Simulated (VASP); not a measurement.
Band structure of MgZr (space group P-6m2). Calculation: PBEsol GGA, VASP's PBE PAW potentials (set 64) (plane waves; VASP 6.6.1).

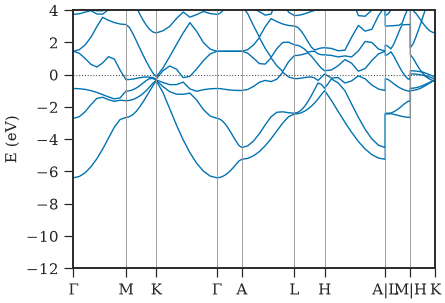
Bands along high-symmetry lines, zero at the valence-band maximum or, without a gap, the Fermi level

Question: Read the plot: is there a gap, and where are the band edges?

Answer: It has no gap at this level: it comes out as a metal or semimetal. (Edges off the drawn lines would not show.)

The structure comes from a computed database's MgZr entry (P-6m2); how it stands against other phases isn't given here. It was relaxed first.
